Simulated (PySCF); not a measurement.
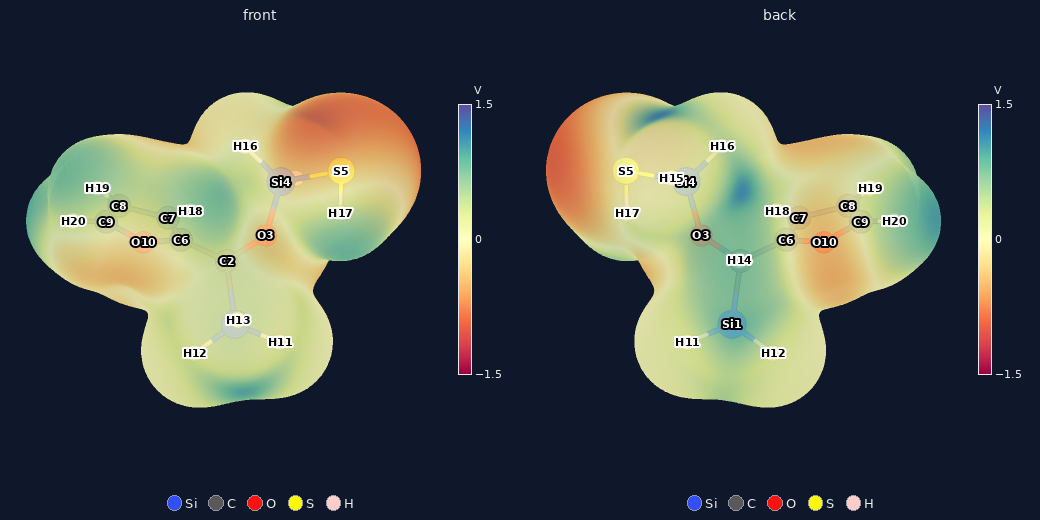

*C5H10O2SSi2 (SMILES [SiH3][C@H](O[SiH2]S)c1ccco1). The molecular electrostatic potential painted on the density surface at 0.001 e/bohr³, seen from the front and from behind; red is negative and blue positive.*

Geometry: GFN2-xTB.

Computed with PySCF 2.14.0, PBE0/pcSseg-1, SCF density, gas phase, non-relativistic.

```tsv
atom	x (Å)	y (Å)	z (Å)
Si	-0.7014	-1.4356	-1.9804
C	-0.5815	-0.8209	-0.1627
O	-1.4805	0.2702	-0.1079
Si	-1.9308	1.0725	1.2235
S	-3.2182	2.5648	0.4008
C	0.7944	-0.4111	0.1972
C	1.4763	0.7496	-0.0262
C	2.7705	0.5568	0.5178
C	2.7812	-0.7052	1.0191
O	1.5856	-1.3012	0.8327
H	-2.0778	-1.8801	-2.1897
H	0.2555	-2.5271	-2.1562
H	-0.3807	-0.2892	-2.8273
H	-0.9011	-1.5925	0.5465
H	-2.6969	0.2226	2.1276
H	-0.8287	1.7289	1.9135
H	-3.0869	2.1959	-0.8631
H	1.0997	1.6286	-0.5070
H	3.5755	1.2627	0.5278
H	3.5407	-1.2789	1.5110
```

Where is the surface potential most negative and most positive?

Answer. The most negative region (about −1.0 V) lies over S5, the most positive (about +1.1 V) over Si4 and H20.

How polar is the molecule by this calculation?

Answer. Its dipole moment is 2.53 D.
